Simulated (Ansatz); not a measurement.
**Run report: CH4ClFOTi, single-point calculation**

- system: CH4ClFOTi
- method: UKS PBE/def2-TZVPD (Ansatz 0.2.0)

Some settings of this run were made unusual or wrong on purpose. The geometry comes from this level: PBE0-D4/def2-TZVP.

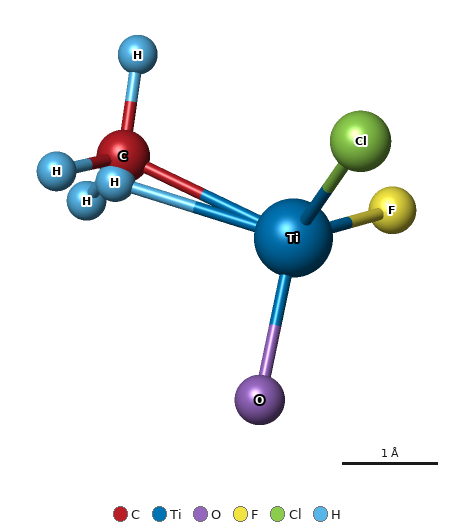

*The input geometry (ball-and-stick view, seen at a tilt). Sticks mark near contacts.*

## Input file
```yaml
crystal:
  periodic: [false, false, false]
  atoms:
    - {symbol: C, position_ang: [-1.283308, 0.014516, -0.308445]}
    - {symbol: Ti, position_ang: [0.753841, 0.059952, -0.201011]}
    - {symbol: O, position_ang: [1.140949, -0.371101, 1.460399]}
    - {symbol: F, position_ang: [1.316966, -1.120885, -1.368079]}
    - {symbol: Cl, position_ang: [1.348904, 2.115764, -0.725802]}
    - {symbol: H, position_ang: [-1.698422, 0.727501, 0.408731]}
    - {symbol: H, position_ang: [-1.591077, 0.281726, -1.323238]}
    - {symbol: H, position_ang: [-1.627516, -0.995440, -0.067209]}
    - {symbol: H, position_ang: [-1.233308, 0.014516, -0.008445]}
basis:
  gaussian: {orbitals: def2-TZVPD}
magnetization: {spin_polarized: true, initial_magnetization: 0}
hamiltonian: {xc: {name: PBE}}
```

Launched with:
```bash
ansatz run in.yaml --threads 4 --pin off --events-out ev --progress --plain --max-ram 10444MiB
```

## The program's output
```
Functional definition: PBE
  name "PBE"
  cite "Perdew, Burke & Ernzerhof, Phys. Rev. Lett. 77, 3865 (1996) doi:10.1103/PhysRevLett.77.3865"
  parent pbe
  parameter kappa = 0.804
  parameter beta = 0.06672455060314922
  exchange = pbe_x(kappa = kappa, mu = beta*pi^2/3)
  correlation = pbe_c(beta = beta)
1465 factors; their error is unknown
mean field evaluation 1: about -41362.4369 eV, gradient 1.1e2 eV
mean field evaluation 2: about -41080.4481 eV, gradient 2.1e2 eV
mean field evaluation 4: about -41398.6320 eV, gradient 2.6e1 eV
mean field evaluation 8: about -41401.8478 eV, gradient 6.2e0 eV
mean field evaluation 16: about -41401.9694 eV, gradient 3.2e-2 eV
mean field -41401.96937028 eV, -1521.4943110951 hartree, gradient 4.1e-5 eV, S^2 0.000000; 0 other end points of the search recorded, 0 dependent functions left out
reference -41401.96943655 eV, -1521.4943135303 hartree; 33, 33 occupied and 214, 214 virtual orbitals, 1465 factors
Total energy: -41401.96943655 eV, -1521.4943135303 hartree
```

## Outcome

| quantity | value |
| --- | --- |
| outcome | converged |
| total energy | −41401.9694 eV |
| SCF solution under orbital rotations | stable |
| hardware | 4 threads of Arm Neoverse N1, 15 GiB of memory available, shared host |
| wall time | 12 s (CPU time 45 s) |
| peak memory | 0.5 GiB |

## Diagnosis

The input was spoiled on purpose: two atoms are placed far too close. The run converged all the same; its numbers are those of the faulty input and shouldn't be used.
